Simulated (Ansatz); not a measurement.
**Two runs on SiH$_{4}$S$_{2}$**

System: SiH$_{4}$S$_{2}$, SMILES S[SiH2]S.
Method of the first run: RKS SPW92/def2-TZVPP (Ansatz 0.2.0).

The geometry comes from this level: PBE0-D4/def2-TZVP. Text and figures count atoms from 1; the logs count them from 0 in places.

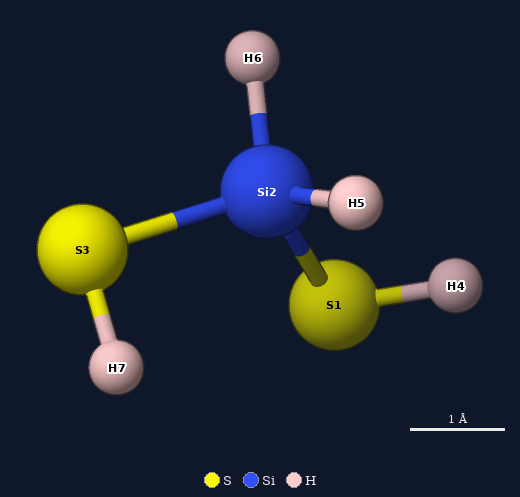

The structure (ball-and-stick view, seen at a tilt; atoms are numbered from 1 in the order of the input).

### Input file, the first run
```yaml
crystal:
  periodic: [false, false, false]
  atoms:
    - {symbol: S, position_ang: [-1.440883, -0.940065, -0.544925]}
    - {symbol: Si, position_ang: [0.000305, 0.422915, 0.249023]}
    - {symbol: S, position_ang: [1.560783, -0.688707, 1.171448]}
    - {symbol: H, position_ang: [-1.898587, -0.065625, -1.458219]}
    - {symbol: H, position_ang: [0.481349, 1.287367, -0.856997]}
    - {symbol: H, position_ang: [-0.535522, 1.264573, 1.345443]}
    - {symbol: H, position_ang: [1.893755, -1.348458, 0.048428]}
basis:
  gaussian: {orbitals: def2-TZVPP}
hamiltonian: {xc: lda}
output: {orbitals: {seedname: orbitals}}
```

Hardware: 2 CPU threads, shared host.

### Output (the first run)
```
Functional definition: SPW92
  exchange = slater_x
  correlation = pw_c
1092 factors; their error is unknown
mean field evaluation 1: about -29507.2152 eV, gradient 2.5e1 eV
mean field evaluation 2: about -29507.2092 eV, gradient 2.8e1 eV
mean field evaluation 4: about -29509.0466 eV, gradient 2.3e0 eV
mean field evaluation 8: about -29509.0617 eV, gradient 3.3e-2 eV
mean field evaluation 16: about -29509.0394 eV, gradient 5.9e-5 eV
mean field -29509.03939271 eV, -1084.4371957369 hartree, gradient 5.9e-5 eV, S^2 0.000000; 0 other end points of the search recorded, 0 dependent functions left out
reference -29509.03942650 eV, -1084.4371969786 hartree; 25, 25 occupied and 157, 157 virtual orbitals, 1092 factors
Total energy: -29509.03942650 eV, -1084.4371969786 hartree
```

For the second run the input was changed thus:
```diff
-hamiltonian: {xc: lda}
+hamiltonian: {xc: {name: BHLYP}, dispersion: d4}
```

How does the second run compare with the first run?

The total energies belong to different models, so their difference says nothing on which is more stable or more accurate. The HOMO goes from −6.41 to −8.60 eV. The LUMO goes from −1.10 to 0.91 eV.

### Output (the second run)
```
Functional definition: BHLYP
  parameter a = 0.5
  exchange = (1 - a)*b88_x + a*exact_x
  correlation = lyp_c
1216 factors; their error is unknown
mean field evaluation 1: about -29615.1863 eV, gradient 1.5e1 eV
mean field evaluation 2: about -29615.6647 eV, gradient 1.0e1 eV
mean field evaluation 4: about -29615.8701 eV, gradient 5.2e-1 eV
mean field evaluation 8: about -29615.9626 eV, gradient 1.5e-1 eV
mean field -29615.96263156 eV, -1088.3665522893 hartree, gradient 6.3e-5 eV, S^2 0.000000; 0 other end points of the search recorded, 0 dependent functions left out
reference -29615.96279622 eV, -1088.3665583404 hartree; 25, 25 occupied and 157, 157 virtual orbitals, 1216 factors
Total energy: -29616.20474140 eV, -1088.3754496619 hartree
```

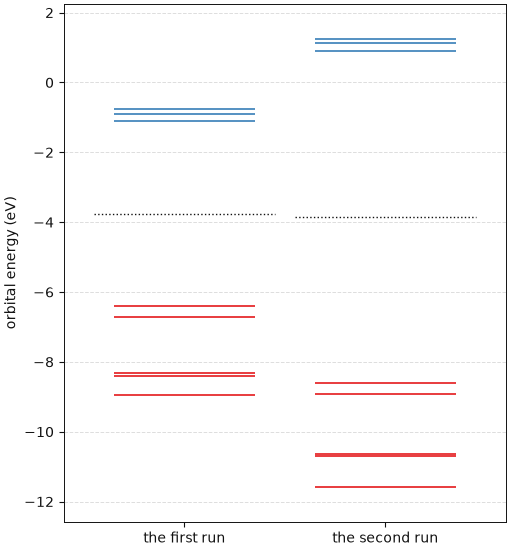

The five highest filled and three lowest empty orbital energies of the two runs; the dotted lines part filled from empty levels. The HOMO–LUMO gap is 5.31 eV in the first run and 9.51 eV in the second run.

### The two runs side by side

| quantity | the first run | the second run |
| --- | --- | --- |
| outcome | converged | converged |
| total energy (hartree) | −1084.437197 | −1088.375450 |
| HOMO (eV) | −6.41 | −8.60 |
| LUMO (eV) | −1.10 | 0.91 |
| basis functions | 182 | 182 |
| wall time (shared host) | 1.2 s | 3 s |
